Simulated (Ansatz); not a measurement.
# S2O (Disulfur monoxide) at 6 levels

Aim: a comparison of 6 runs (UHF/STO-3G, B3LYP/STO-3G, HSE06/STO-3G, SVWN5/STO-3G, UB3LYP/STO-3G, UMP2/STO-3G) of S2O (Disulfur monoxide). 

The results are computed with Ansatz 0.2.0.

54 further runs of the same task are left out: 21 that didn't finish, 33 set aside as unsound or not needed.

### Step 1. The system as given

S2O: 3 atoms, total charge 0, spin state singlet. SMILES: `O=S=S`. The S3–S2 distance was set to 4.700 Å, away from the relaxed value. At this shape a bond of the SMILES string is far longer than usual.

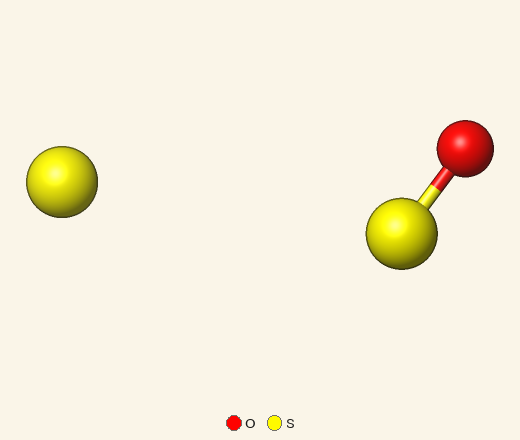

Viewed from a chosen angle; oxygen red, sulfur yellow.

### Step 2. A single-point energy at UHF/STO-3G (run 1)

File job.yaml:

```yaml
crystal:
  periodic: [false, false, false]
  atoms:
    - {symbol: O, position_ang: [2.716400, 2.393510, 1.679735]}
    - {symbol: S, position_ang: [2.793890, 0.983980, 1.335505]}
    - {symbol: S, position_ang: [-0.980740, -0.998510, -0.642110]}
basis:
  gaussian: {orbitals: STO-3G}
total_charge: 0
magnetization: {spin_polarized: true}
hamiltonian: {xc: hf}
accuracy: high
```

Started as:

```bash
$ ansatz run job.yaml --threads 1 --pin off --max-ram 3480MiB --events-out events.jsonl --progress --plain --runs-dir runs
```

The log of the run:

```text
Warning: RAYON_NUM_THREADS=1 ignored (pool sized by the plan → 1); use --threads N
Functional definition: HF
  name "HF"
  exchange = exact_x
  correlation = 0
359 factors; integrals over basis functions are off by at most 3.1e-8 eV
mean field evaluation 1: about -23361.7712 eV, gradient 1.0e1 eV
mean field evaluation 2: about -23361.7774 eV, gradient 1.0e1 eV
mean field evaluation 4: about -23354.3421 eV, gradient 4.1e1 eV
mean field evaluation 8: about -23398.2498 eV, gradient 6.9e0 eV
mean field evaluation 16: about -23399.4086 eV, gradient 7.6e-4 eV
mean field evaluation 32: about -23402.5955 eV, gradient 1.6e-3 eV
mean field evaluation 64: about -23402.5961 eV, gradient 1.9e-6 eV
mean field evaluation 96: about -23403.9837 eV, gradient 1.0e-2 eV
mean field evaluation 128: about -23403.9489 eV, gradient 5.9e-1 eV
mean field evaluation 160: about -23403.9818 eV, gradient 8.1e-2 eV
mean field evaluation 192: about -23403.6126 eV, gradient 2.6e0 eV
mean field evaluation 224: about -23403.9333 eV, gradient 5.4e-1 eV
mean field evaluation 256: about -23403.9818 eV, gradient 1.5e-1 eV
mean field evaluation 288: about -23403.5498 eV, gradient 7.7e0 eV
mean field evaluation 320: about -23402.3992 eV, gradient 7.7e-1 eV
mean field evaluation 352: about -23401.1561 eV, gradient 1.2e0 eV
mean field evaluation 384: about -23399.4086 eV, gradient 1.1e-2 eV
mean field evaluation 416: about -23403.9856 eV, gradient 1.5e-8 eV
mean field -23403.98559006 eV, -860.0806066435 hartree, gradient 1.5e-8 eV, S^2 2.004167; 6 other end points of the search recorded, 0 dependent functions left out
reference -23403.98559006 eV, -860.0806066435 hartree; 20, 20 occupied and 3, 3 virtual orbitals, 359 factors
Total energy: -23403.98559006 eV, -860.0806066435 hartree
```

Run time: 2 s. Hardware: 1 thread of Arm Neoverse V1, shared host.

### Step 3. The energy at B3LYP/STO-3G (run 2)

File in.yaml:

```yaml
crystal:
  periodic: [false, false, false]
  atoms:
    - symbol: O
      position_ang: [2.716400, 2.393510, 1.679735]
    - symbol: S
      position_ang: [2.793890, 0.983980, 1.335505]
    - symbol: S
      position_ang: [-0.980740, -0.998510, -0.642110]
basis:
  gaussian:
    orbitals: STO-3G
hamiltonian:
  xc: {name: B3LYP}
accuracy: high
```

Started as:

```bash
$ ansatz run in.yaml --threads 1 --pin off --max-ram 3480MiB --events-out events.jsonl --progress --plain --runs-dir runs
```

The log of the run, shortened:

```text
Warning: RAYON_NUM_THREADS=1 ignored (pool sized by the plan → 1); use --threads N
Functional definition: B3LYP
  name "B3LYP"
[...]
359 factors; integrals over basis functions are off by at most 3.1e-8 eV
[...]
mean field -23440.16138298 eV, -861.4100425124 hartree, gradient 2.4e-8 eV, S^2 0.000000; 10 other end points of the search recorded, 0 dependent functions left out
reference -23440.16141118 eV, -861.4100435487 hartree; 20, 20 occupied and 3, 3 virtual orbitals, 359 factors
Total energy: -23440.16141118 eV, -861.4100435487 hartree
```

It took 24 s on 1 thread of Arm Neoverse V1, shared host; peak memory 0.098 GiB.

### Step 4. The energy at HSE06/STO-3G (run 3)

File input.yaml:

```yaml
crystal:
  periodic: [false, false, false]
  atoms:
    - symbol: O
      position_ang: [2.716400, 2.393510, 1.679735]
    - symbol: S
      position_ang: [2.793890, 0.983980, 1.335505]
    - symbol: S
      position_ang: [-0.980740, -0.998510, -0.642110]
basis:
  gaussian:
    orbitals: STO-3G
hamiltonian:
  xc: {name: HSE06}
accuracy: high
```

Started as:

```bash
$ ansatz run input.yaml --threads 1 --pin off --max-ram 3480MiB --events-out events.jsonl --progress --plain --runs-dir runs
```

The log of the run, shortened:

```text
Warning: RAYON_NUM_THREADS=1 ignored (pool sized by the plan → 1); use --threads N
Functional definition: HSE06
  name "HSE06"
[...]
359 factors; integrals over basis functions are off by at most 3.1e-8 eV
66 factors; integrals over basis functions are off by at most 1.6e-9 eV
[...]
mean field -23430.86342976 eV, -861.0683490341 hartree, gradient 3.0e-8 eV, S^2 0.000000; 12 other end points of the search recorded, 0 dependent functions left out
reference -23430.86343134 eV, -861.0683490922 hartree; 20, 20 occupied and 3, 3 virtual orbitals, 359 factors
Total energy: -23430.86343134 eV, -861.0683490922 hartree
```

Run time: 27 s. Hardware: 1 thread of Arm Neoverse V1, shared host; peak memory 0.1 GiB.

Runs 4 to 5 aren't shown in full; the table further down has their settings and results.

### Step 5. The energy at UMP2/STO-3G (run 6)

File input.yaml:

```yaml
crystal:
  periodic: [false, false, false]
  atoms:
    - {symbol: O, position_ang: [2.716400, 2.393510, 1.679735]}
    - {symbol: S, position_ang: [2.793890, 0.983980, 1.335505]}
    - {symbol: S, position_ang: [-0.980740, -0.998510, -0.642110]}
basis:
  gaussian: {orbitals: STO-3G}
magnetization: {spin_polarized: true, initial_magnetization: 0}
correlation: {method: mp2, frozen_orbitals: {O: 1, S: 5}}
accuracy: high
```

Started as:

```bash
$ ansatz run input.yaml --threads 1 --pin off --max-ram 3480MiB --events-out events.jsonl --progress --plain --runs-dir runs
```

The log of the run, shortened:

```text
Warning: RAYON_NUM_THREADS=1 ignored (pool sized by the plan → 1); use --threads N
Functional definition: HF
  name "HF"
[...]
359 factors; integrals over basis functions are off by at most 3.1e-8 eV
[...]
mean field -23403.98559006 eV, -860.0806066435 hartree, gradient 1.5e-8 eV, S^2 2.004167; 22 other end points of the search recorded, 0 dependent functions left out
11 core orbitals not correlated: weight in the atoms' cores, before any rotation towards them, 1.000 or more for the frozen orbitals, at most 0.000 for the correlated occupied ones
reference -23403.98559006 eV, -860.0806066435 hartree; 9, 9 occupied and 3, 3 virtual orbitals, 359 factors
second order -1.73798080 eV of doubles, -0.00000000 eV of singles
Total energy: -23405.72357086 eV, -860.1444762598 hartree
```

Wall time 4.8 s (1 thread of Arm Neoverse V1, shared host).

### Step 6. The series

```csv
run,level,frozen core orbitals,energy (Eh),wall time
1,UHF/STO-3G,–,-860.080607,2 s
2,B3LYP/STO-3G,–,-861.410044,24 s
3,HSE06/STO-3G,–,-861.068349,27 s
4,SVWN5/STO-3G,–,-858.104587,4.8 s
5,UB3LYP/STO-3G,–,-861.543226,15 s
6,UMP2/STO-3G,11,-860.144476,4.8 s
```

### Step 7. Outcome

| quantity | value |
| --- | --- |
| run 6: total energy | -860.14448 Eh |
| run 6: correlation energy (11 core orbitals frozen) | -63.9 mEh |
| run 6: ⟨S²⟩ of the reference determinant | 2.004 |

Totals of different functionals can't be ranked against each other. In runs 1, 2, 3, 4, 5, 6 the basis is minimal, so the values are rough. In runs 2, 3, 4 a closed-shell determinant meets a far-stretched bond, which it describes badly. Spin contamination of the reference: run 1 ⟨S²⟩ = 2.00, run 6 ⟨S²⟩ = 2.00, run 5 ⟨S²⟩ = 2.00. Where it is this large, the reference is a mixture of spin states, and values that rest on it are in doubt. All runs together took 78 s, the longest 27 s.
